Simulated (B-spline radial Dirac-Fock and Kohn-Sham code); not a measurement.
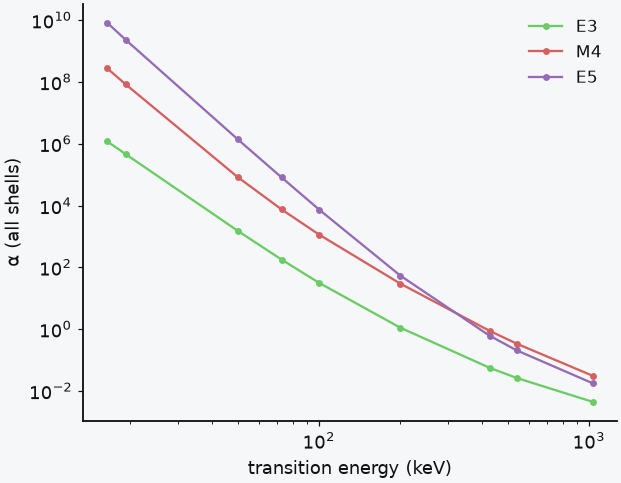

Total internal conversion coefficients against transition energy, at the marked points and joined by straight lines (also across edges). The total sums all shells and leaves out internal pair formation. System: neodymium (Z = 60). The calculation used a Dirac–Hartree–Slater potential of the neutral atom, no hole, surface-current nucleus (a radial B-spline solver).

Above what energy does an E3 transition emit more photons than conversion electrons?

Between 200 and 428 keV, where α drops through 1.

How do the multipoles rank at 19.2 keV?

E5 (2.35 × 10⁹), M4 (8.48 × 10⁷), E3 (466000).
